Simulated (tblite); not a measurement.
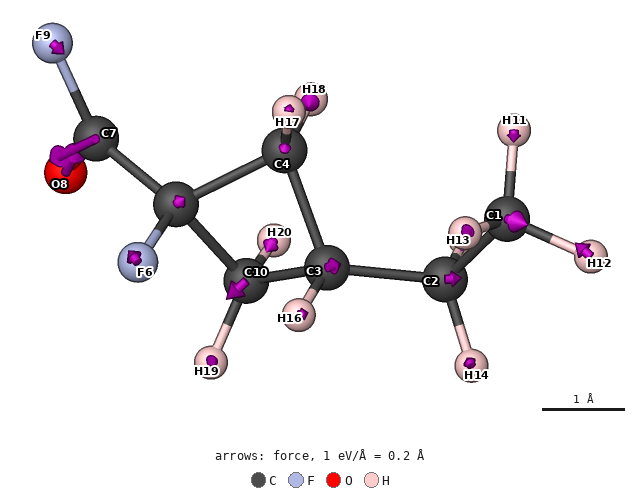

Starting geometry of C7H10F2O with the computed forces as purple arrows. Style: ball-and-stick. Shown at a tilt.

Level of theory: GFN2-xTB geometry optimisation, gas phase (tblite 0.8.0). 

### Is this structure relaxed? If not, where do the atoms go?

It isn't relaxed: the largest force vector, on a C atom, is 5.43 eV/Å. The final displacements have little in common with the starting forces (cosine between the two patterns 0.21). The atom that moves furthest after the best rigid fit is the O atom (2.24 Å). Largest moves by element: O 2.24 Å, F 1.32 Å, H 1.28 Å, C 0.97 Å. Some distances before and after: C–O 1.245 → 1.182 Å, C–H 1.136 → 1.087 Å, C–C 1.459 → 1.501 Å, C–C 1.506 → 1.542 Å. Among the angles between lasting bonds that change: C–C–F 126.2° → 112.7°, C–C–O 117.2° → 127.3°, C–C–C 82.9° → 90.2°. Groups turn about C–C by about 75°, C–C by about 25°. The energy falls by 32.4 kcal/mol in 128 geometry steps. Cost: 0.78 s on 1 thread of Arm Neoverse V2, on a shared host.
